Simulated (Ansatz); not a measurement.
A computed series for Li3Bi: response to strain

Start from Li₃Bi (space group Fm-3m, No. 225; a cell from a computed database, its experimental status unchecked).

```
Li3Bi
1.0
    0.00000     3.32630     3.32630
    3.32630     0.00000     3.32630
    3.32630     3.32630     0.00000
Li Bi
3 1
Direct
  0.75000   0.75000   0.75000
  0.25000   0.25000   0.25000
  0.50000   0.50000   0.50000
  0.00000   0.00000   0.00000
```

Strains are applied to the cell and any free atomic positions relax.

Computed with DFT with PBEsol, PAW potentials and a 420 eV plane-wave cutoff in Ansatz (a first-principles code), no SOC.

Notes on the quantities. energy relative to the base: free energy F.

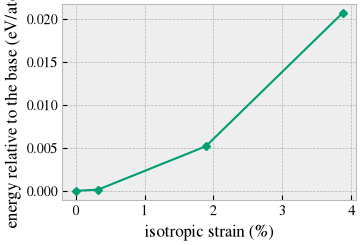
Figure: Energy relative to the base against isotropic strain

Question: From the plot, what is the energy relative to the base for isotropic strain +3.88 %?

Answer: About 0.021 eV/atom.

Question: Is the trend monotonic over the range shown?

Answer: Yes, it rises throughout, spanning 0 meV/atom to +21 meV/atom.

Whether these cells are dynamically stable was not tested.
